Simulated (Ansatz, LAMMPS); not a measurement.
## Amorphous 32Ga2O3-68GeO2 (mol %) (69 atoms) in motion

Aim: follow amorphous 32Ga2O3-68GeO2 (mol %) (69 atoms) for a short time with forces from DFT, then look at structure and electrons in the last frame.

Calculated with Ansatz 0.2.0; Kohn-Sham DFT, PBE, PAW (set soft_2), plane waves.

## (1) The starting structure

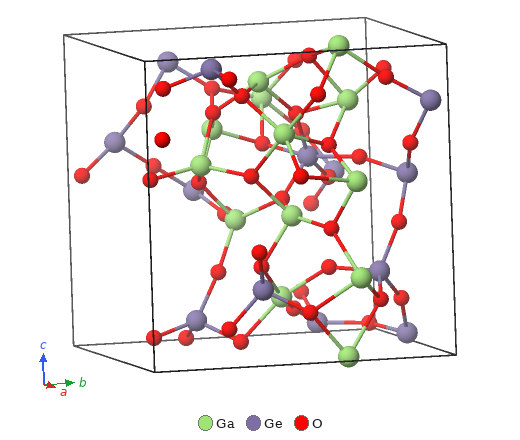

The cell as given, slightly off an axis (gallium green, germanium purple, oxygen red). Bonds to atoms that aren't drawn are left out. Some periodic images of atoms are drawn too.

The cell holds 69 atoms: 12 Ga, 13 Ge and 44 O. Cell: a = 10.328 Å, b = 10.328 Å, c = 10.328 Å, α = 90.0°, β = 90.0°, γ = 90.0°. 69 atoms (12 Fe, 13 Ge, 44 O) placed at random at 3.56 g/cm³, melted at 5000 K for 10 ps at fixed volume with the Morse and Coulomb pair potential with partial charges (Pedone, Malavasi, Menziani, Cormack and Segre, J. Phys. Chem. B 110, 11780 (2006)). Quenched from 5000 K to 300 K at 20 K/ps and fixed volume, held 5 ps, then minimised at fixed cell. Then Fe was replaced by Ga and the cell scaled by 1.006 (the potential has no terms for the new elements, so the cell is a start for a DFT relaxation).

Before any run, some limits are plain. The quench rate of 20 K/ps far exceeds what a furnace or splat quench reaches, so expect more defects and frozen-in strain than in a real sample. The starting topology of bonds comes from the classical model. Only the Γ point is sampled, in a cell whose shortest periodic width is 10 Å.

## (2) Single point at the start

The forces at the start show how far the geometry lies from a minimum of this functional.

Contents of input.yaml:

```yaml
crystal:
  lattice:
    - [10.3277, 0.0, 0.0]
    - [0.0, 10.3277, 0.0]
    - [0.0, 0.0, 10.3277]
  atoms:
    - { symbol: Ga, position: [0.55246, 0.49285, 0.86905] }
    - { symbol: Ga, position: [0.6447, 0.56521, 0.44183] }
    - { symbol: Ga, position: [0.09502, 0.6225, 0.77124] }
    - { symbol: Ga, position: [0.53927, 0.29722, 0.6092] }
    [... 59 atom lines left out ...]
    - { symbol: O, position: [0.03855, 0.76889, 0.6526] }
    - { symbol: O, position: [0.77589, 0.31112, 0.10179] }
    - { symbol: O, position: [0.80933, 0.80667, 0.17432] }
    - { symbol: O, position: [0.9195, 0.59173, 0.85409] }
    - { symbol: O, position: [0.46269, 0.58237, 0.48097] }
    - { symbol: O, position: [0.73664, 0.67002, 0.67179] }
kpoints:
  mp_grid: { grid: [1, 1, 1] }
hamiltonian:
  xc: pbe
scf:
  occupations: { method: gaussian, width: 0.05 }
output:
  forces: true
```

Started as:

```
ansatz run input.yaml --threads 4 --pin off --max-ram 8192MiB --backend cpu --events-out ev --progress --plain --runs-dir out
```

The job ended after 5.8 s (4 threads of Intel Xeon 6975P-C (Granite Rapids), shared host; peak memory 1.5 GiB; 20 s of CPU time).

The run gave:

* free energy: -126190.6020 eV
* free energy per atom: -1828.8493 eV/atom
* SCF cycles: 9
* r.m.s. force component: 0.8028 eV/Å
* longest force: 2.542 eV/Å
* Fermi energy: 4.069 eV

The r.m.s. force component of 0.80 eV/Å sets the starting point.

Neighbours are counted within 2.23 Å (O-Ge), 2.50 Å (O-Ga).

Length of the force by element and coordination:

| element | coordination | atoms | mean length of the force (eV/Å) | spread | least | most |
| --- | --- | --- | --- | --- | --- | --- |
| Ga | all | 12 | 0.932 | 0.439 | 0.273 | 1.61 |
| Ga | 4 | 2 | 0.878 | 0.605 | 0.273 | 1.48 |
| Ga | 5 | 9 | 0.933 | 0.417 | 0.354 | 1.61 |
| Ga | 6 | 1 | 1.03 | 0 | 1.03 | 1.03 |
| Ge | all | 13 | 1.13 | 0.398 | 0.511 | 2.03 |
| Ge | 4 | 12 | 1.16 | 0.406 | 0.511 | 2.03 |
| Ge | 5 | 1 | 0.865 | 0 | 0.865 | 0.865 |
| O | all | 44 | 1.38 | 0.643 | 0.318 | 2.54 |
| O | 2 | 20 | 1.36 | 0.567 | 0.398 | 2.30 |
| O | 3 | 24 | 1.40 | 0.699 | 0.318 | 2.54 |

## (3) Dynamics started at 600 K

A Nosé–Hoover thermostat steers the temperature while disturbing the dynamics little. The time step is 1.0 fs.

Edit input.yaml of step 2 so:

```diff
@@ -15 +15,8 @@
   forces: true
+md:
+  timestep: 1.0
+  n_steps: 316
+  ensemble: nvt_nose_hoover
+  temperature: 600
+  initial_velocities: maxwell_boltzmann
+  seed: 2259
```

Run time: 18 min. Hardware: 4 threads; peak memory 1.7 GiB; 65 min of CPU time.

The program notes that it switched symmetry off.

Rows from the run:

| time (fs) | T (K) | potential (meV/atom) | conserved (meV/atom) |
| --- | --- | --- | --- |
| 0.0 | 600 | 0.0 | 0.00 |
| 21.0 | 577 | 2.9 | 0.02 |
| 42.0 | 441 | 20.6 | 0.04 |
| 63.0 | 602 | 1.5 | 0.02 |
| 84.0 | 611 | 1.9 | 0.00 |
| 105.0 | 638 | 0.1 | 0.00 |
| 126.0 | 625 | 3.5 | 0.00 |
| 147.0 | 682 | -1.4 | 0.00 |
| 169.0 | 639 | 6.5 | 0.00 |
| 190.0 | 744 | -4.1 | -0.01 |
| 211.0 | 669 | 7.9 | 0.01 |
| 232.0 | 736 | 1.7 | 0.02 |
| 253.0 | 697 | 8.2 | 0.04 |
| 274.0 | 687 | 9.3 | 0.04 |
| 295.0 | 737 | 0.7 | 0.01 |
| 316.0 | 725 | -2.2 | 0.01 |

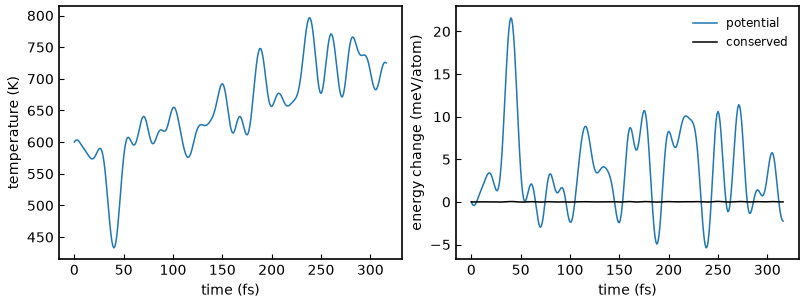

Temperature and energies against time.

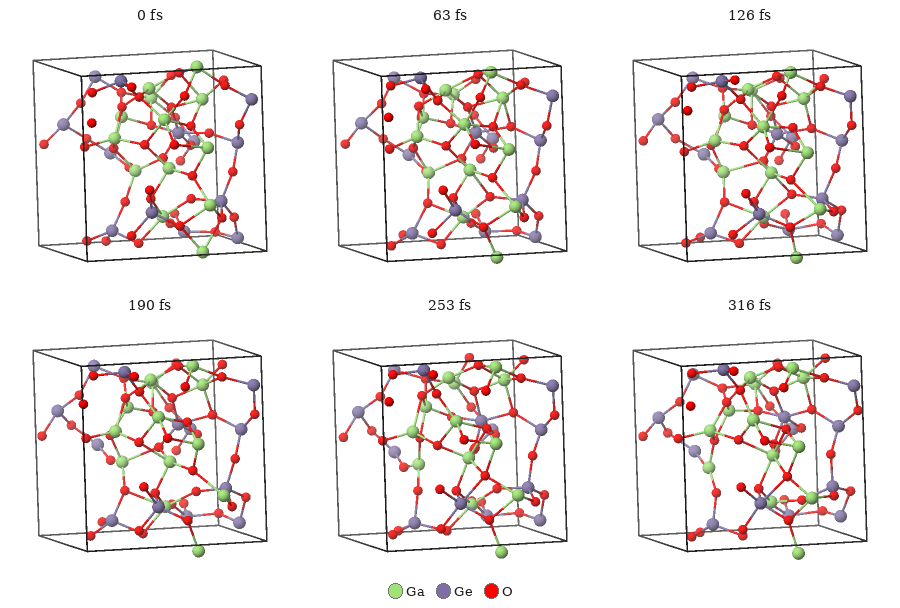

6 frames of the run. Bonds to atoms that aren't drawn are left out.

Mean square displacement from the first frame to the last: Ga 0.54 Å², Ge 0.26 Å², O 0.48 Å².

Mean square displacement against time lag:

| time lag (fs) | Ga (Å²) | Ge (Å²) | O (Å²) |
| --- | --- | --- | --- |
| 1.0 | 2.7e-5 | 2.4e-5 | 9.3e-5 |
| 20.0 | 0.0102 | 0.00827 | 0.0286 |
| 33.0 | 0.0253 | 0.0187 | 0.0554 |
| 53.0 | 0.0552 | 0.0360 | 0.0910 |
| 72.0 | 0.0857 | 0.0526 | 0.118 |
| 86.0 | 0.107 | 0.0659 | 0.136 |
| 105.0 | 0.136 | 0.0846 | 0.162 |
| 125.0 | 0.165 | 0.102 | 0.188 |
| 138.0 | 0.185 | 0.113 | 0.207 |
| 158.0 | 0.215 | 0.128 | 0.239 |

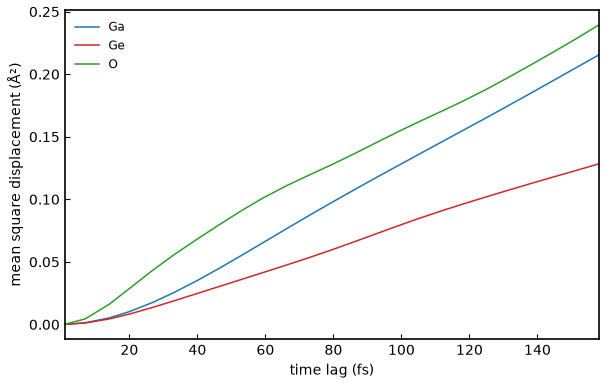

Mean square displacement against time lag.

Over the second half of 316 fs the temperature averages 700 K with swings of 47 K r.m.s. The conserved energy stays within 0.06 meV/atom. From first frame to last Ga has the largest mean square displacement, 0.54 Å² at the end; the farthest move is 1.53 Å. The mean temperature of 700 K lies well off the 600 K of the input, so the thermostat hasn't yet brought the run to equilibrium. The count of bonds goes from 112 in the first frame to 107 in the last, by one set of cutoffs: 7 pairs passed out of them and 2 came within. The run spans 0.32 ps, too short for its means to be equilibrium values.

## (4) Local order late in the run

The g(r) is a mean over the second half; what follows it is taken at the last frame.

Bonds before and after, by the cutoffs listed below:

| pair | bonds before | bonds after | mean before (Å) | mean after (Å) | spread before (Å) | spread after (Å) |
| --- | --- | --- | --- | --- | --- | --- |
| O-Ge | 53 | 54 | 1.748 | 1.806 | 0.038 | 0.076 |
| O-Ga | 59 | 53 | 2.034 | 1.954 | 0.140 | 0.148 |

Density 3.75 g/cm³, 15.96 Å³ an atom.

Mean of 14 frames. g(r), total and by pair (bins of 0.2 Å):

| r (Å) | total | O-O | O-Ge | O-Ga | Ge-Ge | Ge-Ga | Ga-Ga |
| --- | --- | --- | --- | --- | --- | --- | --- |
| 1.60 | 0.23 | 0.00 | 0.91 | 0.04 | 0.00 | 0.00 | 0.00 |
| 1.80 | 3.71 | 0.00 | 10.79 | 5.09 | 0.00 | 0.00 | 0.00 |
| 2.00 | 1.35 | 0.00 | 0.87 | 5.12 | 0.00 | 0.00 | 0.00 |
| 2.20 | 0.26 | 0.00 | 0.13 | 1.02 | 0.00 | 0.00 | 0.00 |
| 2.40 | 0.19 | 0.27 | 0.01 | 0.37 | 0.00 | 0.00 | 0.00 |
| 2.60 | 0.57 | 1.27 | 0.01 | 0.18 | 0.00 | 0.00 | 0.31 |
| 2.80 | 1.11 | 2.48 | 0.03 | 0.22 | 0.00 | 0.25 | 1.00 |
| 3.00 | 1.43 | 2.81 | 0.14 | 0.30 | 0.08 | 1.12 | 3.56 |
| 3.20 | 1.09 | 1.44 | 0.22 | 0.51 | 3.88 | 1.59 | 3.18 |
| 3.40 | 0.94 | 0.78 | 0.34 | 0.54 | 3.13 | 3.19 | 3.29 |
| 3.60 | 0.84 | 0.77 | 0.79 | 0.83 | 0.40 | 1.67 | 1.19 |
| 3.80 | 0.91 | 0.70 | 1.30 | 1.13 | 0.08 | 0.55 | 0.88 |
| 4.00 | 0.94 | 0.64 | 1.41 | 1.33 | 0.02 | 0.33 | 0.79 |
| 4.20 | 1.12 | 0.66 | 1.50 | 1.78 | 0.25 | 0.96 | 0.79 |
| 4.40 | 1.16 | 0.61 | 1.53 | 2.06 | 0.46 | 0.76 | 0.65 |
| 4.60 | 1.10 | 0.76 | 1.34 | 1.54 | 0.64 | 1.08 | 0.98 |
| 4.80 | 1.00 | 0.92 | 1.05 | 1.06 | 1.45 | 0.93 | 0.95 |
| 5.00 | 0.94 | 1.09 | 0.80 | 0.81 | 0.98 | 1.08 | 0.73 |

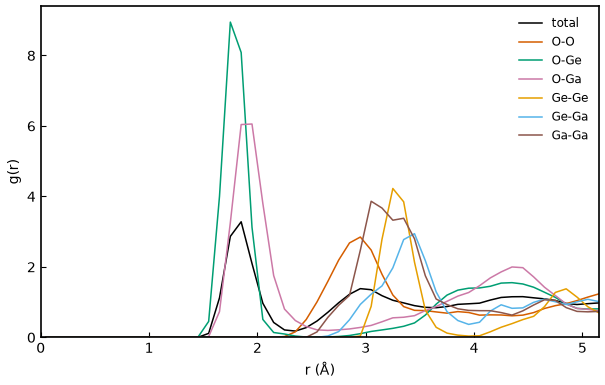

Pair distribution functions, lightly smoothed.

Bonds by pair of elements; cutoffs follow the first minimum of g(r), held within bounds set by covalent radii, and pairs that aren't listed don't count as bonded:

| pair A-B | cutoff (Å) | bonds | mean length (Å) | spread (Å) | shortest (Å) | B about A | A about B |
| --- | --- | --- | --- | --- | --- | --- | --- |
| O-Ge | 2.27 | 54 | 1.81 | 0.076 | 1.69 | 1.23 | 4.15 |
| O-Ga | 2.5 | 53 | 1.95 | 0.148 | 1.72 | 1.21 | 4.42 |

How many atoms have how many bonded neighbours:

| element | mean | 2 | 3 | 4 | 5 |
| --- | --- | --- | --- | --- | --- |
| Ga | 4.42 | 0 | 1 | 5 | 6 |
| Ge | 4.15 | 0 | 0 | 11 | 2 |
| O | 2.43 | 26 | 17 | 1 | 0 |

Bond angles (no mean is given where the spread exceeds 20°):

| angle | count | mean (°) | spread (°) |
| --- | --- | --- | --- |
| O-Ga-O | 93 | - | - |
| O-Ge-O | 86 | 109 | 15.4 |
| Ga-O-Ge | 37 | 126 | 19.7 |
| Ga-O-Ga | 30 | 111 | 15.6 |
| Ge-O-Ge | 16 | 133 | 7.6 |

Oxygen atoms by the number of network formers (Si, P, Ge, B, Al, As, Ga) bound to them:

| network formers bound to O | O atoms | per cent |
| --- | --- | --- |
| 0 | 0 | 0 |
| 1 | 0 | 0 |
| 2 | 26 | 59.1 |
| 3 | 17 | 38.6 |
| 4 | 1 | 2.3 |

Network units: each former by its oxygen neighbours and how many of them bridge to another former:

| former | O neighbours | bridging O | atoms |
| --- | --- | --- | --- |
| Ge | 4 | 4 | 11 |
| Ge | 5 | 5 | 2 |
| Ga | 3 | 3 | 1 |
| Ga | 4 | 4 | 5 |
| Ga | 5 | 5 | 6 |

Bond length by coordination (bonds to H left out):

| element | coordination | atoms | mean bond length (Å) |
| --- | --- | --- | --- |
| Ga | 3 | 1 | 1.74 |
| Ga | 4 | 5 | 1.94 |
| Ga | 5 | 6 | 1.99 |
| Ge | 4 | 11 | 1.79 |
| Ge | 5 | 2 | 1.86 |
| O | 2 | 26 | 1.8 |
| O | 3 | 17 | 1.94 |
| O | 4 | 1 | 2.08 |

Rings of the network by King's shortest-path rule, up to 12 atoms, one path for each pair of neighbours; H, halogens, alkali and alkaline-earth atoms are left out, and the last column divides by all other atoms, bonded or not:

| ring size (atoms) | rings | per network atom |
| --- | --- | --- |
| 4 | 12 | 0.174 |
| 6 | 13 | 0.188 |
| 8 | 27 | 0.391 |
| 10 | 29 | 0.42 |
| 12 | 14 | 0.203 |

First main peaks of g(r), for some of the pairs, lie near 3.0 Å (O-O), 1.8 Å (O-Ge), 1.9 Å (O-Ga), 3.3 Å (Ge-Ge) and 3.4 Å (Ge-Ga). Counting bonds as in the table, 50 % of Ga atoms have 5, 85 % of Ge atoms have 4 and 59 % of O atoms have 2 bonded neighbours. 59 % of the oxygens bridge two formers (Ge and Ga) and 0 % are non-bridging; 39 % join three; 2 % join four. The commonest Ge unit has 4 oxygens, 4 of them shared with other formers (11 of 13 atoms). Rings of 10 atoms are the most common (31 % of those counted); sizes run from 4 to 12, where the search stops.

## (5) Single point at the last frame

The last frame is solved again with fuller output, to read the electronic structure of a thermally displaced geometry.

Contents of input.yaml:

```yaml
crystal:
  lattice:
    - [10.3277, 0.0, 0.0]
    - [0.0, 10.3277, 0.0]
    - [0.0, 0.0, 10.3277]
  atoms:
    - { symbol: Ga, position: [0.56388, 0.49642, 0.87465] }
    - { symbol: Ga, position: [0.65884, 0.58412, 0.45793] }
    - { symbol: Ga, position: [0.13163, 0.63567, 0.79643] }
    - { symbol: Ga, position: [0.51765, 0.27706, 0.5957] }
    [... 59 atom lines left out ...]
    - { symbol: O, position: [0.05942, 0.73422, 0.66389] }
    - { symbol: O, position: [0.73784, 0.38276, 0.07421] }
    - { symbol: O, position: [0.83338, 0.86979, 0.23826] }
    - { symbol: O, position: [0.95979, 0.57659, 0.84967] }
    - { symbol: O, position: [0.49553, 0.63473, 0.50171] }
    - { symbol: O, position: [0.78796, 0.62676, 0.60767] }
kpoints:
  mp_grid: { grid: [1, 1, 1] }
hamiltonian:
  xc: pbe
scf:
  occupations: { method: gaussian, width: 0.05 }
output:
  forces: true
  stress: true
  populations: true
  dos:
    method: { smearing: { sigma: 0.1 } }
    de: 0.1
    projected: { site_lists: { Ga: [Ga], Ge: [Ge], O: [O] } }
  eigenvalues: true
  write_density: true
  write_potential: true
  volumetric_format: npy
```

Run time: 9.6 s. Hardware: 4 threads; peak memory 1.6 GiB; 33 s of CPU time.

The program notes that the exchange-correlation potential is rough where the density is thin.

The run gave:

```
free energy                                      : -126190.7572 eV
free energy per atom                             : -1828.8516 eV/atom
SCF cycles                                       : 11
pressure                                         : -1.688 GPa
r.m.s. force component                           : 0.9782 eV/Å
longest force                                    : 3.487 eV/Å
Fermi energy                                     : 4.046 eV
gap (highest filled to lowest empty level) : 1.323 eV
spilling of the projection                       : 0.004515
```

Neighbours are counted within 2.27 Å (O-Ge), 2.50 Å (O-Ga), the cutoffs taken from the dynamics.

Length of the force by element and coordination:

| element | coordination | atoms | mean length of the force (eV/Å) | spread | least | most |
| --- | --- | --- | --- | --- | --- | --- |
| Ga | all | 12 | 1.59 | 0.763 | 0.220 | 2.80 |
| Ga | 3 | 1 | 1.02 | 0 | 1.02 | 1.02 |
| Ga | 4 | 5 | 1.45 | 0.793 | 0.220 | 2.34 |
| Ga | 5 | 6 | 1.80 | 0.725 | 0.873 | 2.80 |
| Ge | all | 13 | 2.14 | 0.876 | 0.537 | 3.49 |
| Ge | 4 | 11 | 2.03 | 0.913 | 0.537 | 3.49 |
| Ge | 5 | 2 | 2.72 | 0.041 | 2.68 | 2.76 |
| O | all | 44 | 1.31 | 0.587 | 0.209 | 2.82 |
| O | 2 | 26 | 1.35 | 0.642 | 0.209 | 2.82 |
| O | 3 | 17 | 1.25 | 0.505 | 0.479 | 2.16 |
| O | 4 | 1 | 1.47 | 0 | 1.47 | 1.47 |

(Part 1 of 2 ends here.)

[Logs are printed without paths, hosts, clocks, repeated set-up lines and the standing remarks that a program may print on its own settings, such as how far it seeks lower states.]

[Hosts, paths, dates, database ids (printed as entryN), source tags and the programs' standing remarks are cut or masked in the printed files.]
